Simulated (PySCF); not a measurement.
Molecule: Zr(Cl)4, Cl₄Zr, SMILES [Cl][Zr]([Cl])([Cl])[Cl]. Atoms near the plane z = 0.0 Å, at the PBE0/def2-SVP optimised geometry (x, y, z in Å): Zr1 (-0.8, -1.1, 0.0), Cl3 (1.5, -1.1, 0.0), Cl5 (-1.5, 1.1, 0.0).

Calculation: PBE0/def2-TZVP, def2 effective core potentials past Kr run with PySCF. The core electrons that the potentials of Zr replace are not part of the density. Cells within 0.4 Å of a nucleus heavier than hydrogen are left out (blank, or x). The values are rescaled to run from 0 to 1.

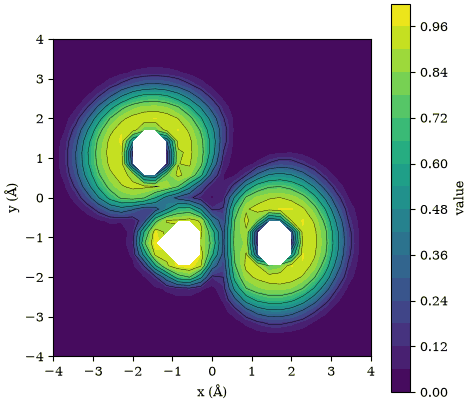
*a field on the plane z = 0.0 Å.*

Q: Which quantity is mapped?
A. an orbital amplitude
B. log10 of the electron density
C. electrostatic potential
D. electron localisation function

A: D, electron localisation function
